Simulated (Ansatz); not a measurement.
# AgF (model cell, started as NiAs type): phonons and vibrational spectra, part 2 of 2

The cell of AgF (model cell, started as NiAs type) is at rest. What are its phonons? After the zone centre comes a 3×3×2 q mesh on a 15×15×6 k mesh.

Ansatz 0.2.0; DFT PBEsol, scalar-relativistic, plane waves, PAW.

So far. Step 2 (Linear response at the zone centre): Before it was imposed, the acoustic sum rule was missed by 6.1e-5 eV/Å². Small misses are needed for a sound result but don't prove that mesh and cutoff are converged. The lowest optical mode is imaginary, 26.4i cm⁻¹, so the energy falls along it.

The structure was built from a prototype and need not be the compound's stable phase.

**3. Phonons on a q mesh (continued)**

Interpolated from a 3×3×2 q mesh. Phonon branches along the path, in cm⁻¹:

```csv
point,branch 1,branch 2,branch 3,branch 4,branch 9,branch 10,branch 11,branch 12
Γ,-26,-26,0,0,116,164,258,314
M,-33,46,48,64,166,239,246,252
K,-36,-36,75,81,202,202,218,226
Γ,-26,-26,0,0,116,164,258,314
A,-22,-22,-22,-22,111,111,296,296
L,46,46,70,70,205,205,251,251
H,-36,-36,77,77,220,220,230,230
A,-22,-22,-22,-22,111,111,296,296
jump to L,46,46,70,70,205,205,251,251
M,-33,46,48,64,166,239,246,252
jump to H,-36,-36,77,77,220,220,230,230
K,-36,-36,75,81,202,202,218,226
```

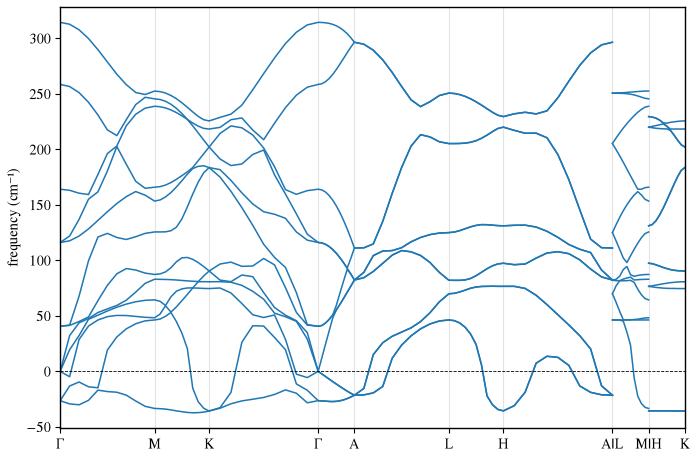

Phonon branches along the path.

The phonon density of states has structure finer than the step of the table below, so its rows give means over 25 cm⁻¹, whole bins alone (the curve runs from -37.5 to 318 cm⁻¹). Peaks (cm⁻¹: height): -22.5: 0.0379, 47.5: 0.0734, 77.5: 0.0766, 97.5: 0.0734, 117.5: 0.0618, 217.5: 0.0586, 247.5: 0.0597.

Tetrahedra on a 24×24×10 mesh, mean over bins of 5 cm-1. Interpolated from a 3×3×2 q mesh. The phonon density of states by wavenumber; means over each step:

```csv
wavenumber (cm⁻¹),phonon density of states (1/cm⁻¹/cell)
-25,0.0277
0,0.0154
25,0.0350
50,0.0555
75,0.0600
100,0.0578
125,0.0439
150,0.0292
175,0.0210
200,0.0319
225,0.0502
250,0.0375
275,0.00960
300,0.00481
```

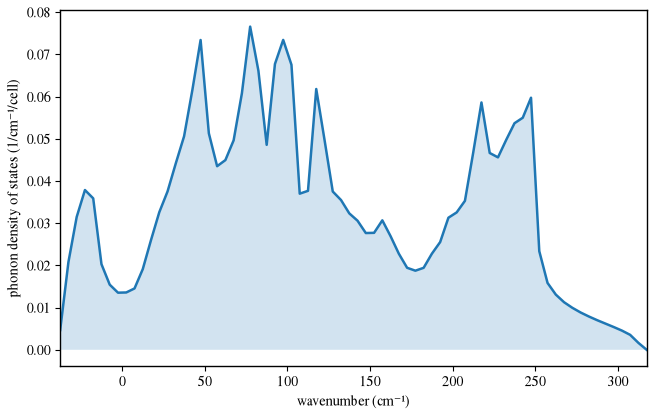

Phonon density of states against wavenumber.

The partial phonon density of states has structure finer than the step of the table below, so its rows give means over 25 cm⁻¹, whole bins alone (the curve runs from -47.3 to 334 cm⁻¹). Peaks (cm⁻¹: height): Ag -18.5: 0.0321, 46.2: 0.0580, 77.3: 0.0628, 98.9: 0.0542, 118.1: 0.0313; F -20.9: 0.00895, 127.7: 0.0282, 218.8: 0.0503, 240.3: 0.0502.

Phonopy on the run's constants, 21x21x9 mesh, Gaussian sigma 2.7 cm-1. Interpolated from a 3×3×2 q mesh. Partial phonon density of states against wavenumber; means over each step; values in 1/cm⁻¹/cell:

```csv
wavenumber (cm⁻¹),Ag,F
-25,0.0226,0.00701
0,0.00977,0.00231
25,0.0294,0.00654
50,0.0468,0.00950
75,0.0481,0.0118
100,0.0416,0.0161
125,0.0180,0.0255
150,0.00700,0.0219
175,0.00305,0.0186
200,0.00404,0.0277
225,0.00451,0.0454
250,0.00362,0.0338
275,8.0e-4,0.00881
300,2.3e-4,0.00465
```

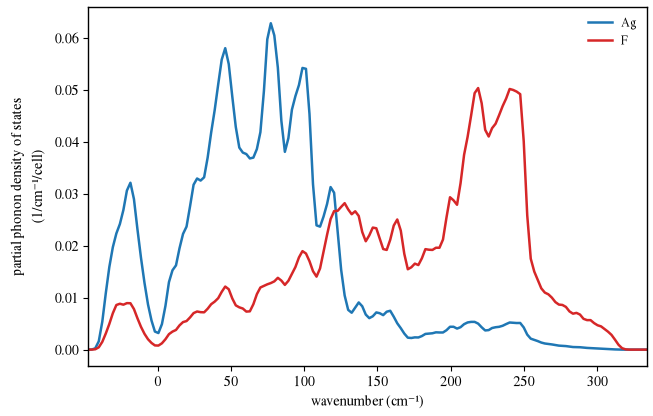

Partial phonon density of states, plotted against wavenumber.

Symmetry leaves 6 wavevectors to solve. The lowest mode among them, the acoustic zeros apart, lies at q = (0.333, 0.333, 0) and is imaginary, 35.7i cm⁻¹, so the energy falls along it.

**4. Another isotope**

An isotope changes the mass and not the force constants, so no new electronic calculation is needed; the shifts show which modes move this element.

The same force constants with the mass of Ag changed from 107.868 to 108.905 u (phonopy, no LO-TO term). Both lists are sorted by frequency; levels can cross, so a row need not hold one and the same mode. Modes under 3 cm⁻¹ are left out. Isotope shifts, by row, the first 40 of 45 rows:

```csv
q,rank,natural mass (cm⁻¹),changed mass (cm⁻¹)
0 0 0,1,-26.44,-26.44
0 0 0,2,-26.44,-26.44
0 0 0,6,40.58,40.38
0 0 0,7,40.58,40.38
0 0 0,8,116.1,116
0 0 0,9,116.1,116
0 0 0,10,164.1,163.3
0 0 0,11,258.5,258.3
0 0 0,12,314.4,314.4
0 0 -0.5,1,-21.53,-21.46
0 0 -0.5,2,-21.53,-21.46
0 0 -0.5,3,-21.53,-21.46
0 0 -0.5,4,-21.53,-21.46
0 0 -0.5,5,82.31,82.18
0 0 -0.5,6,82.31,82.18
0 0 -0.5,7,82.31,82.18
0 0 -0.5,8,82.31,82.18
0 0 -0.5,9,111.1,110.7
0 0 -0.5,10,111.1,110.7
0 0 -0.5,11,296.5,296.4
0 0 -0.5,12,296.5,296.4
0 0.3333 0,1,-20.19,-20.11
0 0.3333 0,2,36.23,36.08
0 0.3333 0,3,50.42,50.41
0 0.3333 0,4,59.72,59.43
0 0.3333 0,5,62.24,61.97
0 0.3333 0,6,91.79,91.38
0 0.3333 0,7,118.9,118.3
0 0.3333 0,8,155.4,155.4
0 0.3333 0,9,191.9,191.8
0 0.3333 0,10,216,216
0 0.3333 0,11,222,221.9
0 0.3333 0,12,261.2,261.1
0 0.3333 -0.5,1,36.41,36.26
0 0.3333 -0.5,2,36.41,36.26
0 0.3333 -0.5,3,42.65,42.48
0 0.3333 -0.5,4,42.65,42.48
0 0.3333 -0.5,5,105.8,105.3
0 0.3333 -0.5,6,105.8,105.3
0 0.3333 -0.5,7,119.5,119.4
```

A mode of this element alone would shift by -0.48 %. The highest zone-centre frequency without the field goes from 314.4 to 314.4 cm⁻¹ (+0.0 %).

**5. Summary of results**

- space group (within 0.01 Å): P6_3/mmc
- volume per atom: 13.7 Å³
- electronic character: no gap on this mesh
- highest optical mode at the zone centre (no LO-TO term): 314 cm⁻¹
- lowest optical zone-centre mode: -26.4 cm⁻¹
- lowest mode on the q mesh (acoustic modes at Γ apart): -35.7 cm⁻¹
- highest frequency on the path or at a solved wavevector: 314 cm⁻¹
- imaginary modes on the 3×3×2 q mesh: yes

In words: Modes are clearly imaginary (beyond 10i cm⁻¹) at 5 of the 6 irreducible wavevectors, most at q = (0.333, 0.333, 0) (35.7i cm⁻¹), so this structure is not a minimum of the energy. The optical modes at Γ span -26 to 314 cm⁻¹ (negative means imaginary). The highest mode in this list at Γ, 314.4 cm⁻¹, is mostly motion of F (100 % of the kinetic energy). With no gap, or one that is small against the smearing, the frequencies hang on the k mesh and the smearing, most of all near Kohn anomalies. A semilocal functional can close a gap that the real compound would have, so the metallic treatment may be an artefact of the level. The starting cell was built on a prototype and not taken from a measurement, so the phase need not exist. These are harmonic frequencies at zero temperature: anharmonic shifts, linewidths and thermal expansion are left out.

[Logs are printed without paths, hosts, clocks, repeated set-up lines and the standing remarks that a program may print on its own settings, such as how far it seeks lower states.]

[Hosts, paths, dates, database ids (printed as entryN), source tags and the programs' standing remarks are cut or masked in the printed files.]
